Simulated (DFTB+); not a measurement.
Geometry relaxation, with input and output: C₂H₅AlBr (part 2 of 2)

C₂H₅AlBr, multiplicity 2; GFN1-xTB, R-SCC, dispersion built in (DFTB+ 25.1). The geometry comes from this level: PBE0-D4/def2-TZVP.

Geometry of the input (Å):
```
C  -0.2821  1.7387  -0.7658
Al -0.2747  -0.1572  -0.4881
C  0.5076  -1.0746  1.0313
Br -1.2794  -1.4064  -2.0966
H  -0.7327  2.2195  -1.6317
H  0.1622  2.4554  -0.0768
H  -0.2540  -1.6417  1.5747
H  1.2608  -1.7967  0.7031
H  0.9809  -0.3832  1.7327
```

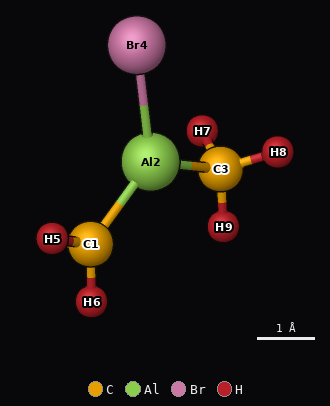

**Figure 1.** The geometry at step 5 of the log (ball-and-stick view, seen at a tilt; atoms are numbered from 1 in the order of the input).

### The program's output, continued
```
--------------------------------------------------------------------------------

***  Geometry step: 5

 iSCC Total electronic   Diff electronic      SCC error
    1   -0.12157700E+02    0.00000000E+00    0.22052343E-02
    2   -0.12157703E+02    0.14879264E-02    0.88965237E-03
    3   -0.12157704E+02   -0.37809087E-05    0.73655768E-03
    4   -0.12157704E+02   -0.23177460E-06    0.10357772E-03
    5   -0.12157704E+02   -0.38324330E-08    0.26779047E-04
    6   -0.12157704E+02   -0.86413987E-08    0.68653484E-05
    7   -0.12157704E+02   -0.32315484E-09    0.19591965E-05
    8   -0.12157704E+02   -0.29821479E-10    0.48618832E-07
    9   -0.12157704E+02   -0.67004180E-11    0.19124422E-07
   10   -0.12157704E+02   -0.35527137E-14    0.44858658E-08

Total Energy:                      -12.0526083547 H         -327.9682 eV
Extrapolated to 0K:                -12.0526083547 H         -327.9682 eV
Total Mermin free energy:          -12.0526083547 H         -327.9682 eV
Force related energy:              -12.0526083547 H         -327.9682 eV

total energy  -1.2052608E+01 H       energy change -9.2786809E-05 H
gradient norm  5.6758243E-03 H/a0    max. gradient  2.0083529E-03 H/a0
step length    3.3295315E-02 a0      max. step      1.5468481E-02 a0

--------------------------------------------------------------------------------

***  Geometry step: 6

 iSCC Total electronic   Diff electronic      SCC error
    1   -0.12157105E+02    0.00000000E+00    0.29961535E-02
    2   -0.12157114E+02    0.59905983E-03    0.79392475E-03
    3   -0.12157114E+02   -0.91372970E-05    0.41740504E-03
    4   -0.12157114E+02   -0.56334417E-06    0.21845265E-03
    5   -0.12157114E+02   -0.23099048E-07    0.26127565E-04
    6   -0.12157114E+02   -0.44057202E-08    0.10931274E-04
    7   -0.12157114E+02   -0.13400658E-09    0.62767808E-05
    8   -0.12157114E+02   -0.78804518E-10    0.60260303E-07
    9   -0.12157114E+02   -0.46796345E-10    0.28793158E-07
   10   -0.12157114E+02   -0.53290705E-14    0.25941459E-08

Total Energy:                      -12.0526639319 H         -327.9697 eV
Extrapolated to 0K:                -12.0526639319 H         -327.9697 eV
Total Mermin free energy:          -12.0526639319 H         -327.9697 eV
Force related energy:              -12.0526639319 H         -327.9697 eV

total energy  -1.2052664E+01 H       energy change -5.5577230E-05 H
gradient norm  4.0199524E-03 H/a0    max. gradient  1.4959754E-03 H/a0
step length    2.3813006E-02 a0      max. step      1.1316971E-02 a0

--------------------------------------------------------------------------------

***  Geometry step: 7

 iSCC Total electronic   Diff electronic      SCC error
    1   -0.12157319E+02    0.00000000E+00    0.15976480E-02
    2   -0.12157322E+02   -0.20473092E-03    0.54388805E-03
    3   -0.12157322E+02   -0.29854207E-05    0.36837502E-03
    4   -0.12157322E+02   -0.20523471E-06    0.12278284E-03
    5   -0.12157322E+02   -0.92837560E-08    0.10602926E-04
    6   -0.12157322E+02   -0.17589770E-08    0.46762047E-05
    7   -0.12157322E+02   -0.31107561E-10    0.10507542E-05
    8   -0.12157322E+02   -0.21017854E-10    0.29508208E-07
    9   -0.12157322E+02   -0.16502355E-11    0.57993410E-08

Total Energy:                      -12.0526883584 H         -327.9703 eV
Extrapolated to 0K:                -12.0526883584 H         -327.9703 eV
Total Mermin free energy:          -12.0526883584 H         -327.9703 eV
Force related energy:              -12.0526883584 H         -327.9703 eV

total energy  -1.2052688E+01 H       energy change -2.4426520E-05 H
gradient norm  3.5027159E-03 H/a0    max. gradient  1.2936236E-03 H/a0
step length    1.1643869E-02 a0      max. step      4.9101254E-03 a0

--------------------------------------------------------------------------------

***  Geometry step: 8

 iSCC Total electronic   Diff electronic      SCC error
    1   -0.12157806E+02    0.00000000E+00    0.79659307E-03
    2   -0.12157807E+02   -0.48359094E-03    0.58175483E-03
    3   -0.12157807E+02   -0.84942905E-06    0.36061037E-03
    4   -0.12157807E+02   -0.73956413E-07    0.12848096E-03
    5   -0.12157807E+02   -0.21316691E-08    0.41835452E-05
    6   -0.12157807E+02   -0.23136604E-08    0.10994984E-05
    7   -0.12157807E+02   -0.94360075E-11    0.50289843E-06
    8   -0.12157807E+02   -0.17852386E-11    0.18777461E-07
    9   -0.12157807E+02   -0.27533531E-12    0.19506970E-08

Total Energy:                      -12.0527103296 H         -327.9709 eV
Extrapolated to 0K:                -12.0527103296 H         -327.9709 eV
Total Mermin free energy:          -12.0527103296 H         -327.9709 eV
Force related energy:              -12.0527103296 H         -327.9709 eV

total energy  -1.2052710E+01 H       energy change -2.1971199E-05 H
gradient norm  3.1471949E-03 H/a0    max. gradient  1.6907272E-03 H/a0
step length    1.2200052E-02 a0      max. step      4.9035645E-03 a0

--------------------------------------------------------------------------------

***  Geometry step: 9

 iSCC Total electronic   Diff electronic      SCC error
    1   -0.12158290E+02    0.00000000E+00    0.51078920E-03
    2   -0.12158291E+02   -0.48366789E-03    0.34795880E-03
    3   -0.12158291E+02   -0.70925976E-07    0.17332618E-03
    4   -0.12158291E+02   -0.98759134E-08    0.49004685E-04
    5   -0.12158291E+02   -0.17612933E-09    0.79066302E-05
    6   -0.12158291E+02   -0.74632567E-09    0.11979058E-05
    7   -0.12158291E+02   -0.19603874E-10    0.10297819E-06
    8   -0.12158291E+02   -0.83488771E-12    0.66808939E-08

Total Energy:                      -12.0527288309 H         -327.9714 eV
Extrapolated to 0K:                -12.0527288309 H         -327.9714 eV
Total Mermin free energy:          -12.0527288309 H         -327.9714 eV
Force related energy:              -12.0527288309 H         -327.9714 eV

total energy  -1.2052729E+01 H       energy change -1.8501309E-05 H
gradient norm  2.4062024E-03 H/a0    max. gradient  1.5019610E-03 H/a0
step length    1.3483067E-02 a0      max. step      5.6966928E-03 a0

--------------------------------------------------------------------------------

***  Geometry step: 10

 iSCC Total electronic   Diff electronic      SCC error
    1   -0.12158449E+02    0.00000000E+00    0.87354416E-03
    2   -0.12158450E+02   -0.15829643E-03    0.21657339E-03
    3   -0.12158450E+02   -0.84782565E-06    0.73657500E-04
    4   -0.12158450E+02   -0.54452519E-07    0.18786876E-04
    5   -0.12158450E+02   -0.17357049E-08    0.56848702E-05
    6   -0.12158450E+02   -0.84542151E-10    0.27570091E-05
    7   -0.12158450E+02   -0.15868196E-10    0.12252466E-05
    8   -0.12158450E+02   -0.47961635E-13    0.10429014E-07
    9   -0.12158450E+02   -0.13731238E-11    0.78337226E-09

Total Energy:                      -12.0527379058 H         -327.9717 eV
Extrapolated to 0K:                -12.0527379058 H         -327.9717 eV
Total Mermin free energy:          -12.0527379058 H         -327.9717 eV
Force related energy:              -12.0527379058 H         -327.9717 eV

total energy  -1.2052738E+01 H       energy change -9.0748775E-06 H
gradient norm  1.5861609E-03 H/a0    max. gradient  7.8699564E-04 H/a0
step length    9.4633751E-03 a0      max. step      4.4071619E-03 a0

Geometry converged

--------------------------------------------------------------------------------
--------------------------------------------------------------------------------
Pre-SCC initialisation                 +       0.04 (  9.2%)       0.04 (  6.9%)
SCC                                    +       0.32 ( 71.2%)       0.46 ( 77.8%)
Post-SCC processing                    +       0.09 ( 19.1%)       0.09 ( 15.0%)
--------------------------------------------------------------------------------
Missing                                +       0.00 (  0.5%)       0.00 (  0.3%)
Total                                  =       0.45 (100.0%)       0.59 (100.0%)
--------------------------------------------------------------------------------
```

### Trajectory as extended XYZ (Å, eV, eV/Å), 11 frames, from step=0 to step=10
```
9
Properties=species:S:1:pos:R:3 step=0 energy=-327.94213
C    -0.2821    1.7387   -0.7658
Al   -0.2747   -0.1572   -0.4881
C     0.5076   -1.0746    1.0313
Br   -1.2794   -1.4064   -2.0966
H    -0.7327    2.2195   -1.6317
H     0.1622    2.4554   -0.0768
H    -0.2540   -1.6417    1.5747
H     1.2608   -1.7967    0.7031
H     0.9809   -0.3832    1.7327
9
Properties=species:S:1:pos:R:3 step=1 energy=-327.94906
C    -0.2822    1.7414   -0.7663
Al   -0.2731   -0.1554   -0.4855
C     0.5083   -1.0757    1.0328
Br   -1.2826   -1.4103   -2.1017
H    -0.7324    2.2208   -1.6313
H     0.1617    2.4560   -0.0777
H    -0.2543   -1.6420    1.5757
H     1.2618   -1.7972    0.7034
H     0.9813   -0.3837    1.7335
9
Properties=species:S:1:pos:R:3 step=2 energy=-327.95896
C    -0.2826    1.7487   -0.7681
Al   -0.2701   -0.1519   -0.4807
C     0.5109   -1.0800    1.0381
Br   -1.2916   -1.4214   -2.1162
H    -0.7318    2.2264   -1.6311
H     0.1607    2.4595   -0.0801
H    -0.2552   -1.6432    1.5795
H     1.2654   -1.7988    0.7047
H     0.9830   -0.3854    1.7366
9
Properties=species:S:1:pos:R:3 step=3 energy=-327.96131
C    -0.2829    1.7511   -0.7690
Al   -0.2704   -0.1520   -0.4812
C     0.5121   -1.0822    1.0406
Br   -1.2948   -1.4252   -2.1212
H    -0.7319    2.2301   -1.6317
H     0.1605    2.4623   -0.0807
H    -0.2555   -1.6441    1.5817
H     1.2673   -1.7998    0.7057
H     0.9841   -0.3865    1.7386
9
Properties=species:S:1:pos:R:3 step=4 energy=-327.96566
C    -0.2838    1.7562   -0.7711
Al   -0.2730   -0.1551   -0.4854
C     0.5148   -1.0870    1.0460
Br   -1.3007   -1.4322   -2.1305
H    -0.7323    2.2403   -1.6338
H     0.1603    2.4701   -0.0823
H    -0.2558   -1.6464    1.5874
H     1.2721   -1.8026    0.7087
H     0.9868   -0.3896    1.7437
9
Properties=species:S:1:pos:R:3 step=5 energy=-327.96818
C    -0.2845    1.7593   -0.7728
Al   -0.2763   -0.1593   -0.4908
C     0.5161   -1.0898    1.0490
Br   -1.3034   -1.4353   -2.1348
H    -0.7325    2.2485   -1.6353
H     0.1599    2.4761   -0.0838
H    -0.2552   -1.6484    1.5919
H     1.2754   -1.8049    0.7117
H     0.9889   -0.3926    1.7477
9
Properties=species:S:1:pos:R:3 step=6 energy=-327.96969
C    -0.2851    1.7610   -0.7741
Al   -0.2795   -0.1633   -0.4959
C     0.5164   -1.0909    1.0495
Br   -1.3038   -1.4356   -2.1355
H    -0.7324    2.2545   -1.6360
H     0.1593    2.4798   -0.0855
H    -0.2538   -1.6500    1.5951
H     1.2772   -1.8065    0.7148
H     0.9901   -0.3954    1.7504
9
Properties=species:S:1:pos:R:3 step=7 energy=-327.97036
C    -0.2855    1.7612   -0.7749
Al   -0.2808   -0.1649   -0.4980
C     0.5159   -1.0906    1.0486
Br   -1.3032   -1.4347   -2.1345
H    -0.7320    2.2571   -1.6356
H     0.1585    2.4807   -0.0870
H    -0.2522   -1.6508    1.5962
H     1.2773   -1.8072    0.7169
H     0.9904   -0.3972    1.7512
9
Properties=species:S:1:pos:R:3 step=8 energy=-327.97096
C    -0.2861    1.7611   -0.7758
Al   -0.2814   -0.1653   -0.4990
C     0.5150   -1.0899    1.0469
Br   -1.3026   -1.4338   -2.1335
H    -0.7314    2.2596   -1.6349
H     0.1573    2.4809   -0.0891
H    -0.2498   -1.6516    1.5972
H     1.2769   -1.8078    0.7195
H     0.9904   -0.3996    1.7516
9
Properties=species:S:1:pos:R:3 step=9 energy=-327.97146
C    -0.2868    1.7608   -0.7771
Al   -0.2813   -0.1644   -0.4990
C     0.5142   -1.0895    1.0454
Br   -1.3025   -1.4334   -2.1334
H    -0.7307    2.2626   -1.6341
H     0.1560    2.4809   -0.0915
H    -0.2471   -1.6527    1.5982
H     1.2763   -1.8085    0.7225
H     0.9903   -0.4022    1.7518
9
Properties=species:S:1:pos:R:3 step=10 energy=-327.97171
C    -0.2874    1.7607   -0.7781
Al   -0.2808   -0.1630   -0.4983
C     0.5140   -1.0897    1.0450
Br   -1.3030   -1.4338   -2.1341
H    -0.7304    2.2650   -1.6339
H     0.1551    2.4809   -0.0931
H    -0.2454   -1.6535    1.5990
H     1.2761   -1.8092    0.7244
H     0.9902   -0.4038    1.7520
```

### Summary

| quantity | value |
| --- | --- |
| outcome | converged |
| Mermin free energy | −12.052738 hartree |
| basis functions | 36 |
| largest force | 0.049 eV/Å |
| dipole moment | 3.47 D |
| hardware | 1 thread of Intel Xeon @ 2.50GHz (Skylake/Cascade Lake), 32 GiB of memory available, shared host |
| wall time | 0.67 s |
| peak memory | 0.071 GiB |

### Notes

Settings chosen away from the usual ones: gtol. Further notes kept with the run: no spin polarisation.
